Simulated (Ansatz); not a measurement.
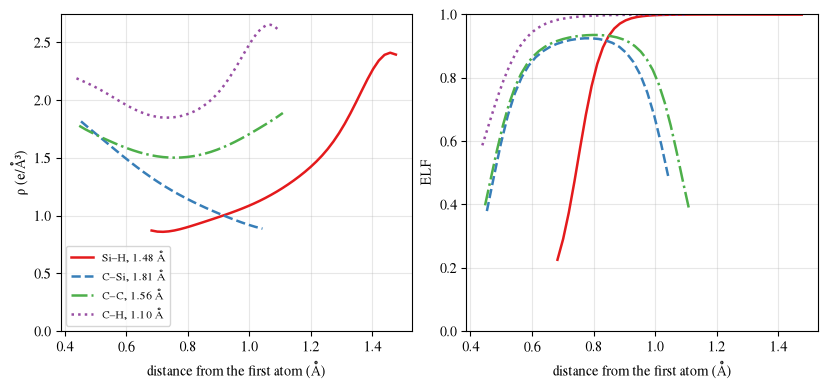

Figure 1: C2H7Si (charge +1). Electron density and electron localisation function along straight lines between neighbouring atoms. The curves leave out the atomic cores.

Geometry: r2SCAN-D4/def2-SVP.

All numbers below come from isolated molecule in a Gaussian basis; Kohn-Sham density functional theory, functional PBE0 (Ansatz 0.2.0).

```yaml
atoms:
  - { symbol: C, position_ang: [1.2704, -0.2246, -1.3529] }
  - { symbol: C, position_ang: [0.7608, 1.0736, -0.6613] }
  - { symbol: Si, position_ang: [2.8548, 0.4510, -0.7844] }
  - { symbol: H, position_ang: [0.9196, -1.1445, -0.8699] }
  - { symbol: H, position_ang: [1.0960, -0.2411, -2.4355] }
  - { symbol: H, position_ang: [3.5786, 1.4308, -1.6186] }
  - { symbol: H, position_ang: [3.3308, 0.1598, 0.5824] }
  - { symbol: H, position_ang: [0.1236, 0.8754, 0.2122] }
  - { symbol: H, position_ang: [0.3019, 1.7845, -1.3630] }
  - { symbol: H, position_ang: [1.5824, 1.7398, -0.1837] }
```

> Compare the contacts.

Si–H (1.48 Å): ρ at the midpoint is about 0.86 e/Å³; the ELF climbs to about 1 towards the hydrogen, as it does in any bond to H.
C–Si (1.81 Å): ρ at the midpoint is about 1 e/Å³; the ELF peaks at about 0.90 between the atoms (localised, covalent bonding).
C–C (1.56 Å): ρ at the midpoint is about 1.5 e/Å³; the ELF peaks at about 0.95 between the atoms: a covalent bond.
C–H (1.10 Å): ρ is about 2 e/Å³ halfway; the ELF climbs to about 1 towards the hydrogen: a covalent bond by its length.
